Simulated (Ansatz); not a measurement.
# Random alloy of the hcp Ru-Mo line, x = 0.4375 (64 atoms), relaxed: mesh and functional compared

Which bonds does the relaxation leave, and how do forces and pressure change with k-mesh and functional?

Calculated with Ansatz 0.2.0: Kohn-Sham DFT, PBE, PAW (set soft_2), plane waves; cutoff 420 eV, k-mesh 2×2×2, fermi-dirac smearing of 0.1 eV.

**The cell**

The cell holds 64 atoms: 28 Mo and 36 Ru. Its edges and angles: a = 10.991 Å, b = 10.991 Å, c = 8.840 Å, α = 90.0°, β = 90.0°, γ = 120.0°. It derives from Ru (hcp Ru-Mo) and Mo, repeated 4×4×2. Hcp Ru-Mo: 64 atoms, 28 of 64 Ru sites given to Mo at random, cell and internal coordinates interpolated linearly between the end members (Vegard's rule); not relaxed, displaced by a Gaussian of 0.02 Å. Lattice constants are starting values near those of PBE.

Cell and atoms were relaxed with PBE. The walk converged after 8 steps by the program's count, with a largest force component of 0.0242 eV/Å; it began at an r.m.s. force component of 0.47 eV/Å. The edges went from 10.991, 10.991, 8.840 to 11.073, 11.079, 8.879 Å, and the volume from 14.452 to 14.687 Å³ an atom (+1.6 %).

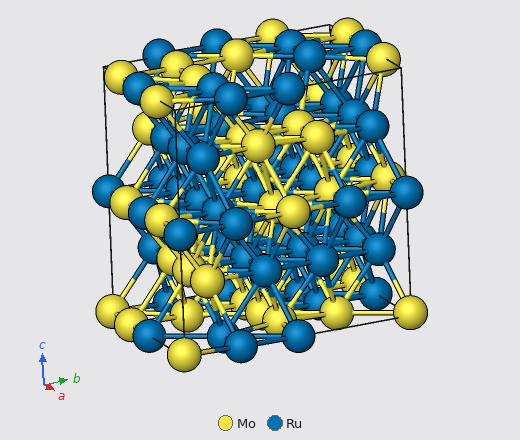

The relaxed cell. Some periodic images of atoms are drawn too.

The input of the reference single point:

```yaml
crystal:
  lattice:
    - [11.07309, -0.03565, -0.0052]
    - [-5.56742, 9.57895, 0.01016]
    - [-0.00418, 0.00703, 8.87876]
  atoms:
    - { symbol: Mo, position: [0.99821, 0.99754, 0.01123] }
    - { symbol: Ru, position: [0.08396, 0.16572, 0.25595] }
    - { symbol: Ru, position: [0.00171, 0.00068, 0.49677] }
    - { symbol: Mo, position: [0.08199, 0.16619, 0.73832] }
    [... 58 atom lines left out ...]
    - { symbol: Mo, position: [0.7477, 0.74782, 0.49434] }
    - { symbol: Ru, position: [0.82877, 0.91583, 0.74916] }
kpoints:
  mp_grid: { grid: [2, 2, 2] }
hamiltonian:
  xc: pbe
scf:
  occupations: { method: fermi_dirac, width: 0.1 }
output:
  forces: true
  stress: true
  populations: true
  dos:
    method: { smearing: { sigma: 0.08 } }
    de: 0.05
    projected: { site_lists: { Mo: [Mo], Ru: [Ru] } }
  eigenvalues: true
  write_density: true
  write_potential: true
  volumetric_format: npy
```

**Bonds after relaxation**

Neighbours by pair of elements; one cutoff, the widest of the pairs' first minima of g(r), serves all pairs of this metal:

```csv
pair A-B,cutoff (Å),bonds,mean length (Å),spread (Å),shortest (Å),B about A,A about B
Ru-Ru,3.27,121,2.74,0.035,2.65,6.72,6.72
Ru-Mo,3.27,190,2.74,0.055,2.58,5.28,6.79
Mo-Mo,3.27,73,2.80,0.059,2.68,5.21,5.21
```

How many atoms have how many bonded neighbours:

```csv
element,mean,12
Mo,12,28
Ru,12,36
```

**Levels of theory**

Single points at the relaxed geometry:

| functional | k-mesh | pressure (GPa) | r.m.s. force component (eV/Å) | SCF cycles | time |
| --- | --- | --- | --- | --- | --- |
| PBE | 2×2×2 | -0.01 | 0.009 | 8 | 8.2 s |
| PBE | 3×3×3 | 0.15 | 0.044 | 8 | 12 s |
| r2SCAN | 2×2×2 | -4.83 | 0.067 | 13 | 11 s |
| PBEsol | 2×2×2 | -9.14 | 0.034 | 8 | 7.1 s |

Cutoffs: 420 eV for PBE and PBEsol; 500 eV for r2SCAN.

**Findings**

Every run has partly filled levels at the Fermi energy, as in a metal. Against the reference the pressure changes with r2SCAN by -4.8 GPa and PBEsol by -9.1 GPa; a negative change means a smaller volume than PBE would take. The denser mesh moves the energy by +0.4 meV/atom and the pressure by +0.16 GPa. On it the r.m.s. force component is 0.044 eV/Å against 0.009, so the geometry is at rest on the reference mesh alone.

Limits: All single points share the geometry relaxed with PBE. One random arrangement of the atoms on their sites.

[Logs are printed without paths, hosts, clocks, repeated set-up lines and the standing remarks that a program may print on its own settings, such as how far it seeks lower states.]

[Hosts, paths, dates, database ids (printed as entryN), source tags and the programs' standing remarks are cut or masked in the printed files.]
